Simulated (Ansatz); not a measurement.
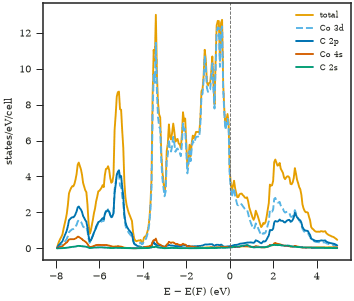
Total and projected density of states of Co₂C in space group Pnnm (No. 58; Co on 4g, C on 2a), plane-wave PAW LDA (Ansatz code)

Problem. Which orbitals carry the states next to the Fermi level?

Solution. Within 0.5 eV of the Fermi level: Co 3d 94 %. Projections are on Löwdin-orthogonalised atomic valence shells; empty p or d shells of many metals are not among them.

Problem. Where is the tallest occupied peak in this window, and what makes it?

Solution. Near -3.4 eV, about 13 states/eV per cell; the largest projected share is Co 3d.

The workflow started from a Materials Project entry (that database holds measured and hypothetical structures alike); the Crystallography Open Database files this formula in space group No. 58, but the cells were not matched. Whether it is the stable phase at ambient conditions was not checked. The cell was relaxed with LDA under the symmetry of its start; whether a distortion lowers the energy is not shown. The run is not spin-polarised.

Potentials: the later of the program's two PAW sets.
